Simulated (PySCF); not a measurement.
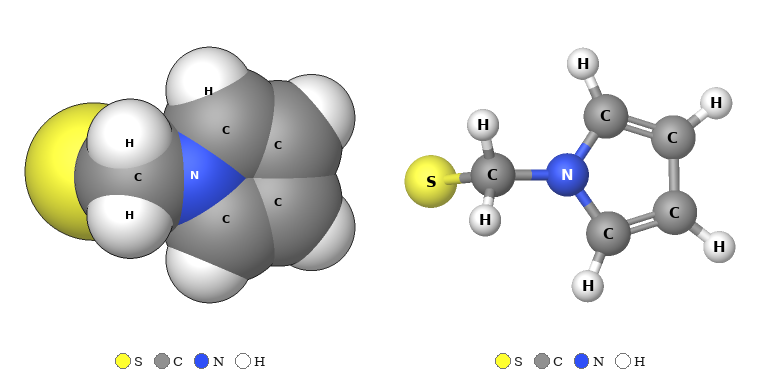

Both panels show the same species.

Charge −1, singlet. The geometry was computed by an optimisation with GFN2-xTB. No frequency run is at hand to confirm it as a minimum.

What does the picture show?

Formula C₅H₆NS⁻. SMILES: `[S-]Cn1cccc1`. Independent rings (smallest set): 1 of 5 members, 1 of them aromatic. This geometry has Cs symmetry. Coordination: 1 C tetrahedral; 1 N trigonal planar; 4 C trigonal planar.

The parts below concern this one geometry. Atoms keep their numbers from picture to picture.

Shape

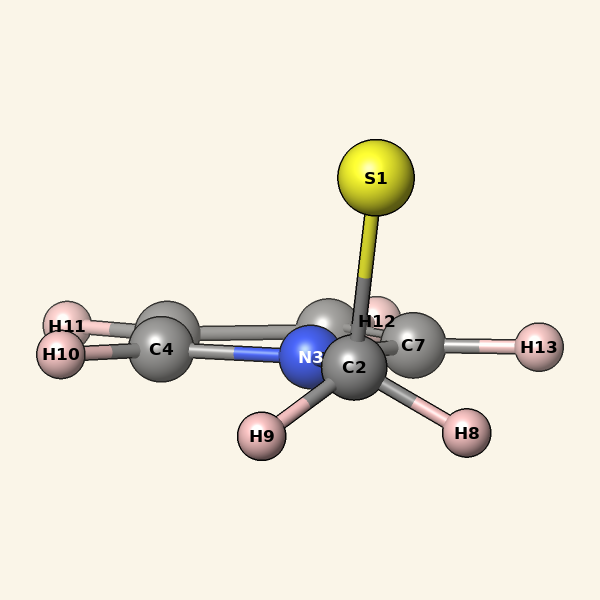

N3 lies behind C2. The molecule seen a little off the C2–N3 bond, C2 in front. Distant atoms are faded towards the background colour. No frequency run is at hand to confirm it as a minimum.

> What is the torsion angle S1–C2–N3–C4? The sign is positive where the front bond must turn clockwise to cover the back bond.

−88°, about perpendicular.

Electronic properties

No frequency run is at hand to confirm it as a minimum. Method: PBE0/def2-SVPD, gas phase (PySCF 2.14.0).

> Estimate the mean static polarisability.

105.5 bohr³.

> Estimate the HOMO energy (Kohn–Sham orbital).

−0.39 eV.

Bond orders

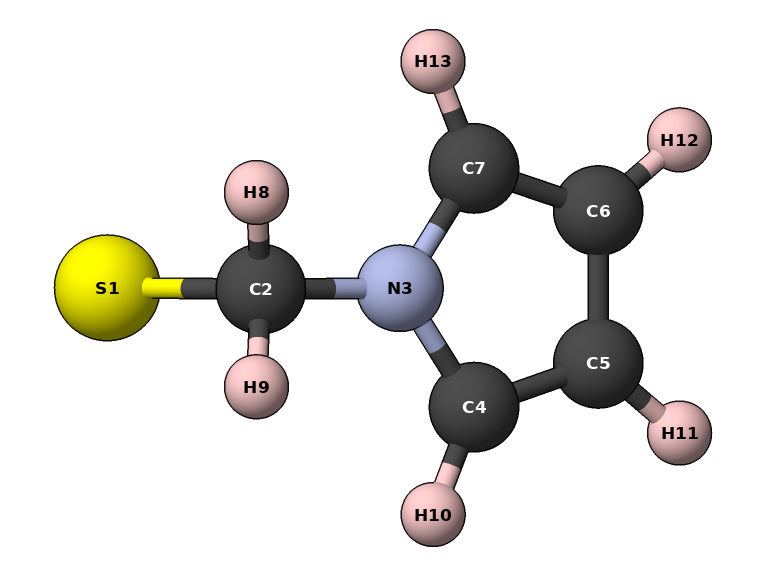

Every bond is drawn as one stick. No frequency run is at hand to confirm it as a minimum. Computed with PBE0/pcSseg-1 (PySCF 2.14.0).

> Which bond has the highest Mayer bond order?

C4–C5 and C6–C7, 1.48, at a length of 1.372 Å.

List the Mayer bond orders of S1–C2, C2–N3, C2–H8, N3–C4, C5–C6, C4–C5, C5–H11, C4–H10 (one bond of each equivalent set).

| bond | Mayer order | length (Å) |
| --- | --- | --- |
| S1–C2 | 1.16 | 1.800 |
| C2–N3 | 0.86 | 1.445 |
| C2–H8 | 0.94 | 1.100 |
| N3–C4 | 1.20 | 1.352 |
| C5–C6 | 1.36 | 1.405 |
| C4–C5 | 1.48 | 1.372 |
| C5–H11 | 0.99 | 1.075 |
| C4–H10 | 0.98 | 1.074 |

Charges

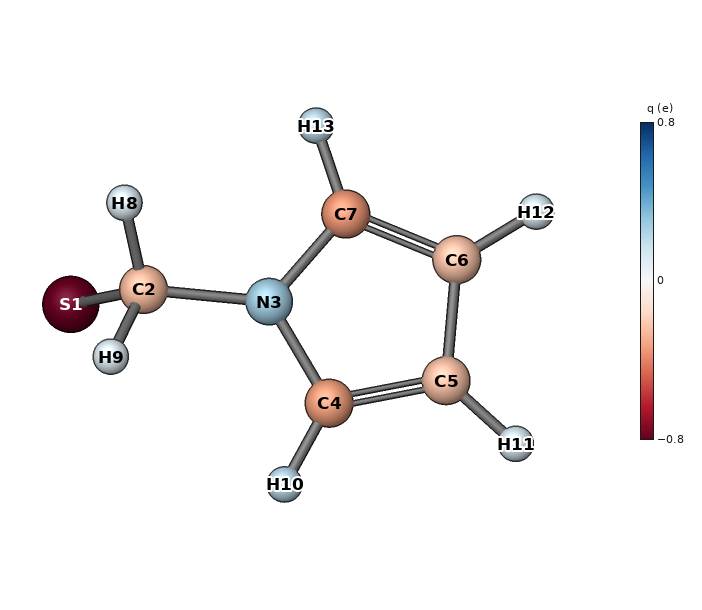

Atoms are coloured by their ESP-fitted charges. No frequency run is at hand to confirm it as a minimum. Properties computed with PBE0/pcSseg-1, gas phase (PySCF 2.14.0).

> Which atom carries the highest charge (most positive or least negative)?

N3 (0.28 e).

> And the lowest?

S1 (−0.80 e).

Give the ESP-fitted charges atom by atom.

| atom | value (e) |
| --- | --- |
| S1 | −0.80 |
| C2 | −0.25 |
| N3 | 0.28 |
| C4 | −0.33 |
| C5 | −0.24 |
| C6 | −0.23 |
| C7 | −0.35 |
| H8 | 0.11 |
| H9 | 0.10 |
| H10 | 0.21 |
| H11 | 0.13 |
| H12 | 0.13 |
| H13 | 0.22 |

NMR shielding

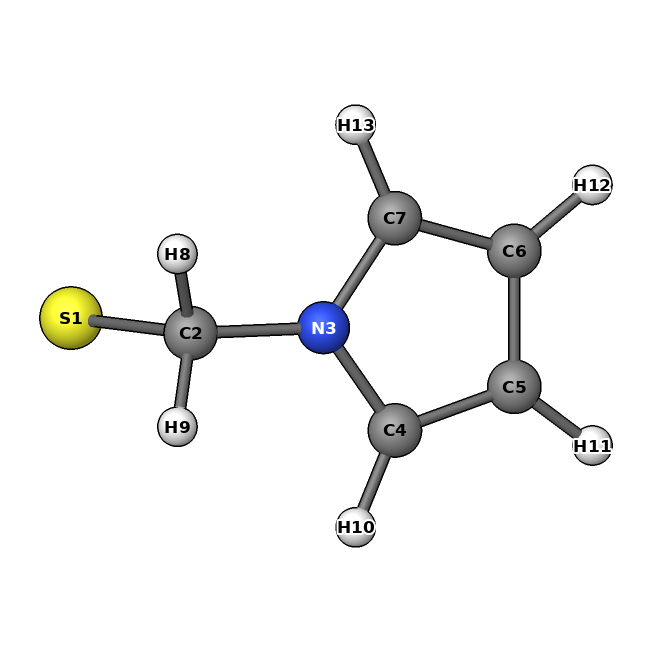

The questions are on isotropic NMR shieldings of the C atoms. No frequency run is at hand to confirm it as a minimum. Method: GIAO PBE0/pcSseg-1 NMR shielding, non-relativistic, gas phase (PySCF 2.14.0).

Give the isotropic NMR shieldings of the C atoms atom by atom.

```tsv
atom	σ (ppm)
C2	125.7
C4	64.1
C5	81.5
C6	81.5
C7	64.1
```
